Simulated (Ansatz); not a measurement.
**Nudged elastic band, with input and output: CH8BNO (part 2 of 2)**

CH8BNO; RKS B3LYP-D4/6-31G* (Ansatz 0.2.0). It belongs to a series of runs on one base structure; here: band between the two ends.

Geometry of the input (Å):
```
B  0.2540  0.1829  0.3475
O  -0.9721  -0.2112  0.9866
H  -1.6615  -0.3474  0.3258
H  1.2539  -0.2610  0.8805
H  0.2706  0.1571  -0.8724
N  0.4109  1.8480  0.6868
H  1.3210  2.1670  0.3520
C  -0.6808  2.6841  0.1412
H  -1.6203  2.2698  0.5105
H  -0.5896  3.7334  0.4403
H  -0.6596  2.6044  -0.9478
H  0.4255  1.9204  1.7053
```

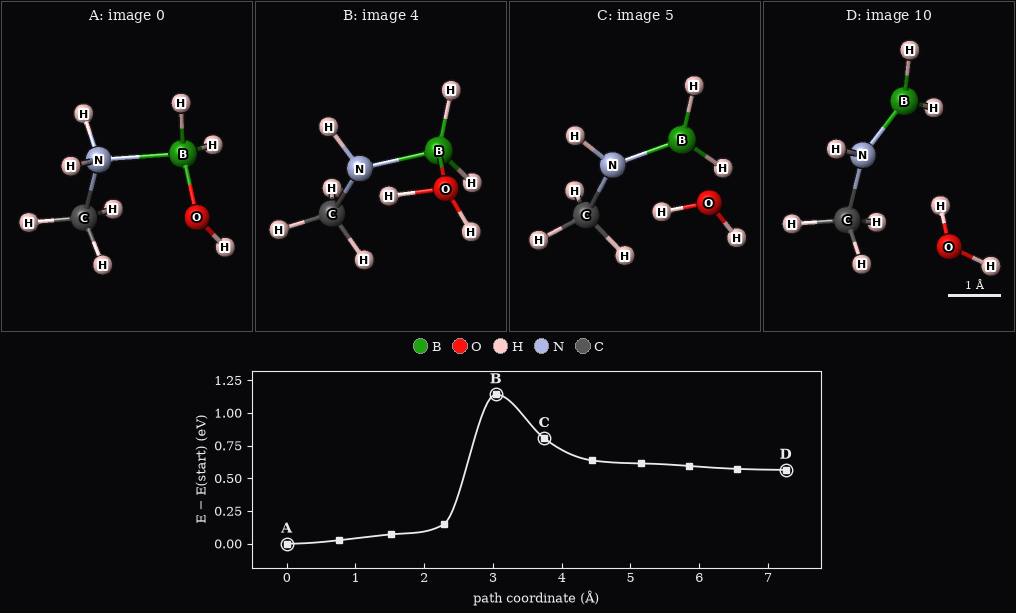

*Images of the last band (counted from 0; ball-and-stick, seen at a tilt) above the energy along the path; the line is a cubic interpolation that uses the forces.*

The highest image is number 4, 1.142 eV above the start and 0.577 eV above the end (the climbing image); the end lies 0.565 eV above the start. The path is 7.26 Å long. The band converged in 23 iterations.

```
Total energy: -5381.09342944 eV, -197.7515360957 hartree
Atom 0 at     0.384004     0.370742     0.196382 Å, force    -0.000310    -0.001909     0.002845 eV/Å
Atom 1 at    -0.543590    -0.229407     1.419572 Å, force    -0.000750     0.003144    -0.001162 eV/Å
Atom 2 at    -1.394845    -0.540981     1.070272 Å, force     0.000291    -0.003825    -0.001885 eV/Å
Atom 3 at     1.500055    -0.045377     0.337891 Å, force    -0.000115    -0.000802    -0.001855 eV/Å
Atom 4 at    -0.168643     0.161935    -0.854047 Å, force    -0.001052     0.000540    -0.000828 eV/Å
Atom 5 at     0.165733     1.824232     0.731854 Å, force     0.002551     0.002806    -0.000891 eV/Å
Atom 6 at     0.989015     2.221385     1.177885 Å, force     0.000164    -0.002553     0.000395 eV/Å
Atom 7 at    -0.512764     2.822463    -0.098873 Å, force     0.000255    -0.002243    -0.002203 eV/Å
Atom 8 at    -1.435590     2.389532    -0.496274 Å, force     0.001161    -0.001056    -0.000631 eV/Å
Atom 9 at    -0.773983     3.709937     0.489062 Å, force    -0.001967     0.001794    -0.000164 eV/Å
Atom 10 at     0.100663     3.138938    -0.952874 Å, force    -0.000788     0.000714     0.002417 eV/Å
Atom 11 at    -0.558052     0.924103     1.535251 Å, force     0.000558     0.003391     0.003961 eV/Å
Dipole moment:    -0.376780     0.397717     0.095865 e Å
this run last wrote the band of iteration 23 to [file]
```

### The last band as extended XYZ (Å, eV, eV/Å)
```
12
Properties=species:S:1:pos:R:3:forces:R:3 image=0 energy=-5382.23493
B     0.2540    0.1829    0.3475   -0.0069   0.0174  -0.0151
O    -0.9721   -0.2112    0.9866   -0.0177  -0.0191   0.0010
H    -1.6615   -0.3474    0.3258    0.0134   0.0008   0.0073
H     1.2539   -0.2610    0.8805   -0.0147   0.0116  -0.0032
H     0.2706    0.1571   -0.8724    0.0019  -0.0174  -0.0046
N     0.4109    1.8480    0.6868    0.0154   0.0034   0.0081
H     1.3210    2.1670    0.3520   -0.0025   0.0035   0.0038
C    -0.6808    2.6841    0.1412    0.0069   0.0093   0.0049
H    -1.6203    2.2698    0.5105    0.0075  -0.0047  -0.0037
H    -0.5896    3.7334    0.4403   -0.0019  -0.0113  -0.0021
H    -0.6596    2.6044   -0.9478   -0.0015  -0.0016   0.0055
H     0.4255    1.9204    1.7053    0.0002   0.0080  -0.0020
12
Properties=species:S:1:pos:R:3:forces:R:3 image=1 energy=-5382.20872
B     0.2376    0.1862    0.3057    0.0026   0.0013   0.0034
O    -0.8313   -0.3090    1.1327   -0.0149   0.0109  -0.0089
H    -1.6166   -0.4841    0.6019   -0.0075   0.0089  -0.0226
H     1.3377   -0.2164    0.6320   -0.0028  -0.0048   0.0216
H     0.0373    0.2066   -0.8964    0.0206  -0.0019  -0.0014
N     0.3531    1.8406    0.7256    0.0056   0.0004  -0.0027
H     1.3052    2.1725    0.5685    0.0048   0.0017  -0.0163
C    -0.6297    2.7280    0.0669   -0.0051  -0.0045   0.0048
H    -1.6198    2.2913    0.2102   -0.0027  -0.0070   0.0201
H    -0.6118    3.7440    0.4749   -0.0018  -0.0026   0.0005
H    -0.4070    2.7531   -1.0013   -0.0179  -0.0083   0.0010
H     0.1974    1.8348    1.7353    0.0189   0.0060   0.0006
12
Properties=species:S:1:pos:R:3:forces:R:3 image=2 energy=-5382.16338
B     0.2264    0.1791    0.2744    0.0006  -0.0003   0.0036
O    -0.6436   -0.4495    1.2325   -0.0132   0.0003  -0.0087
H    -1.5105   -0.6152    0.8437   -0.0085  -0.0004  -0.0201
H     1.3916   -0.1365    0.4026    0.0007  -0.0031   0.0168
H    -0.1705    0.2311   -0.8756    0.0151   0.0037  -0.0030
N     0.2584    1.8372    0.7713    0.0045   0.0028   0.0017
H     1.2227    2.1664    0.8144    0.0071   0.0017  -0.0135
C    -0.5764    2.7784   -0.0050   -0.0045  -0.0042   0.0028
H    -1.5828    2.3623   -0.0819   -0.0056  -0.0044   0.0177
H    -0.6229    3.7702    0.4577    0.0017   0.0014  -0.0025
H    -0.1609    2.8612   -1.0108   -0.0140  -0.0109  -0.0028
H    -0.0796    1.7628    1.7327    0.0161   0.0134   0.0080
12
Properties=species:S:1:pos:R:3:forces:R:3 image=3 energy=-5382.08784
B     0.2495    0.1878    0.2462   -0.0559  -0.1002   0.0415
O    -0.4712   -0.4661    1.3272    0.0274  -0.1508  -0.0803
H    -1.3840   -0.6391    1.0649    0.0095  -0.0821  -0.0617
H     1.4344   -0.0620    0.2494   -0.0133   0.0166  -0.0007
H    -0.2859    0.1797   -0.8453   -0.0037   0.0191  -0.0033
N     0.1564    1.8179    0.7729   -0.0234   0.0012   0.0428
H     1.0647    2.1623    1.0836    0.0041  -0.0220  -0.0052
C    -0.5270    2.8202   -0.0691   -0.0140  -0.0016   0.0158
H    -1.4748    2.3988   -0.4087   -0.0070  -0.0094   0.0115
H    -0.7115    3.7516    0.4763   -0.0039   0.0150  -0.0118
H     0.0861    3.0315   -0.9483    0.0156  -0.0496   0.0251
H    -0.3847    1.5649    1.6071    0.0646   0.3639   0.0262
12
Properties=species:S:1:pos:R:3:forces:R:3 image=4 energy=-5381.09323
B     0.3840    0.3707    0.1964   -0.0003  -0.0019   0.0028
O    -0.5436   -0.2294    1.4196   -0.0008   0.0031  -0.0012
H    -1.3948   -0.5410    1.0703    0.0003  -0.0038  -0.0019
H     1.5001   -0.0454    0.3379   -0.0001  -0.0008  -0.0019
H    -0.1686    0.1619   -0.8540   -0.0011   0.0005  -0.0008
N     0.1657    1.8242    0.7319    0.0026   0.0028  -0.0009
H     0.9890    2.2214    1.1779    0.0002  -0.0026   0.0004
C    -0.5128    2.8225   -0.0989    0.0003  -0.0022  -0.0022
H    -1.4356    2.3895   -0.4963    0.0012  -0.0011  -0.0006
H    -0.7740    3.7099    0.4891   -0.0020   0.0018  -0.0002
H     0.1007    3.1389   -0.9529   -0.0008   0.0007   0.0024
H    -0.5581    0.9241    1.5353    0.0006   0.0034   0.0040
12
Properties=species:S:1:pos:R:3:forces:R:3 image=5 energy=-5381.42816
B     0.5734    0.5490    0.0517    0.1188   0.1125  -0.0957
O    -0.7394   -0.3537    1.6473   -0.1309  -0.0752   0.1562
H    -1.4987   -0.5618    1.0816   -0.0725  -0.0043   0.0239
H     1.5516   -0.0382    0.3949    0.0212  -0.0057   0.0249
H    -0.1059    0.1694   -0.8619    0.0219   0.0018  -0.0006
N     0.3479    1.8747    0.5266    0.1248   0.0295  -0.1372
H     1.0366    2.2851    1.1453    0.0437   0.0361  -0.0332
C    -0.4961    2.8565   -0.1441    0.0135   0.0253  -0.0316
H    -1.4011    2.3704   -0.5218    0.0216  -0.0084  -0.0087
H    -0.8005    3.6593    0.5375   -0.0024  -0.0288   0.0294
H     0.0196    3.3126   -0.9989   -0.0523   0.1075  -0.0379
H    -0.7353    0.6243    1.6981   -0.1075  -0.1904   0.1104
12
Properties=species:S:1:pos:R:3:forces:R:3 image=6 energy=-5381.59836
B     0.6832    0.5857   -0.0702    0.0169   0.0059  -0.0136
O    -1.0500   -0.3382    1.9925   -0.0406  -0.0008   0.0373
H    -1.5724   -0.5650    1.2084   -0.0098  -0.0036   0.0072
H     1.6144   -0.0249    0.3558    0.0085   0.0028  -0.0050
H    -0.0872    0.1196   -0.8612    0.0047  -0.0028  -0.0042
N     0.4924    1.9097    0.3379    0.0153   0.0041  -0.0231
H     1.1710    2.3322    0.9614    0.0158   0.0048  -0.0169
C    -0.4870    2.8554   -0.1868    0.0016   0.0025  -0.0020
H    -1.3116    2.3040   -0.6453    0.0132  -0.0074  -0.0161
H    -0.8937    3.4915    0.6079   -0.0137  -0.0225   0.0140
H    -0.0471    3.5078   -0.9522   -0.0057   0.0288   0.0119
H    -0.7602    0.5698    1.8078   -0.0062  -0.0117   0.0106
12
Properties=species:S:1:pos:R:3:forces:R:3 image=7 energy=-5381.62117
B     0.7405    0.5425   -0.1704    0.0046   0.0025  -0.0017
O    -1.1862   -0.0738    2.1602   -0.0001   0.0060  -0.0024
H    -1.7269   -0.3785    1.4162   -0.0038  -0.0001   0.0033
H     1.6880   -0.0616    0.2310    0.0028  -0.0027  -0.0005
H    -0.0581    0.0645   -0.9241    0.0006  -0.0006  -0.0011
N     0.5508    1.8591    0.2538   -0.0024  -0.0019  -0.0011
H     1.2396    2.2820    0.8667    0.0012  -0.0024  -0.0015
C    -0.4934    2.7830   -0.1750   -0.0045   0.0044  -0.0008
H    -1.1996    2.2472   -0.8133    0.0024  -0.0020  -0.0027
H    -1.0410    3.1978    0.6802   -0.0023  -0.0050   0.0027
H    -0.0759    3.6189   -0.7502    0.0009   0.0012   0.0035
H    -0.6857    0.6664    1.7810    0.0006   0.0005   0.0023
12
Properties=species:S:1:pos:R:3:forces:R:3 image=8 energy=-5381.64062
B     0.8362    0.5173   -0.2656    0.0082  -0.0004  -0.0076
O    -1.4696    0.3718    2.1585   -0.0166   0.0289  -0.0035
H    -1.8133   -0.2562    1.5057   -0.0049   0.0066   0.0079
H     1.8048   -0.0752    0.1075    0.0099   0.0012  -0.0103
H     0.0446    0.0424   -1.0283    0.0078  -0.0008  -0.0078
N     0.5991    1.7975    0.2309    0.0035  -0.0038  -0.0005
H     1.2736    2.2143    0.8640    0.0014  -0.0033   0.0001
C    -0.5013    2.6922   -0.1179   -0.0025  -0.0083   0.0044
H    -1.1589    2.1821   -0.8248    0.0012  -0.0053   0.0001
H    -1.0883    2.9644    0.7661   -0.0056  -0.0163   0.0068
H    -0.1276    3.6086   -0.5907   -0.0060   0.0001   0.0112
H    -0.6475    0.6884    1.7508    0.0036   0.0013  -0.0008
12
Properties=species:S:1:pos:R:3:forces:R:3 image=9 energy=-5381.66284
B     0.9497    0.5225   -0.3549   -0.0012  -0.0006  -0.0031
O    -1.4942    0.6010    2.2481   -0.0002   0.0047  -0.0013
H    -2.0409   -0.0064    1.7274   -0.0039   0.0104   0.0089
H     1.9139   -0.0560    0.0516    0.0096   0.0018  -0.0053
H     0.2619    0.0884   -1.2335    0.0045   0.0009  -0.0054
N     0.5949    1.7333    0.2370    0.0076  -0.0070  -0.0010
H     1.1867    2.1183    0.9660   -0.0040  -0.0018   0.0029
C    -0.5187    2.6068   -0.1274   -0.0041   0.0029   0.0021
H    -1.0665    2.1487   -0.9540    0.0019  -0.0011  -0.0019
H    -1.2036    2.7361    0.7170   -0.0046  -0.0078  -0.0014
H    -0.1577    3.5897   -0.4527   -0.0009  -0.0013   0.0052
H    -0.6735    0.6652    1.7314   -0.0048  -0.0011   0.0004
12
Properties=species:S:1:pos:R:3:forces:R:3 image=10 energy=-5381.67033
B     1.0575    0.5559   -0.4218   -0.0034  -0.0068   0.0012
O    -1.4521    0.7227    2.3574   -0.0019   0.0121   0.0187
H    -2.1954    0.1970    2.0269    0.0055  -0.0031  -0.0082
H     1.9883   -0.0274    0.0516    0.0001   0.0002  -0.0006
H     0.5308    0.2074   -1.4390    0.0004   0.0001  -0.0009
N     0.5528    1.6683    0.2493    0.0211   0.0218  -0.0030
H     1.0158    1.9889    1.0939   -0.0064  -0.0084  -0.0008
C    -0.5362    2.5451   -0.1760   -0.0121  -0.0145   0.0092
H    -0.9661    2.1484   -1.0986   -0.0037  -0.0014   0.0008
H    -1.3131    2.5867    0.5944   -0.0017   0.0014  -0.0085
H    -0.1730    3.5610   -0.3716    0.0067   0.0066   0.0019
H    -0.7574    0.5934    1.6897   -0.0047  -0.0080  -0.0099
```
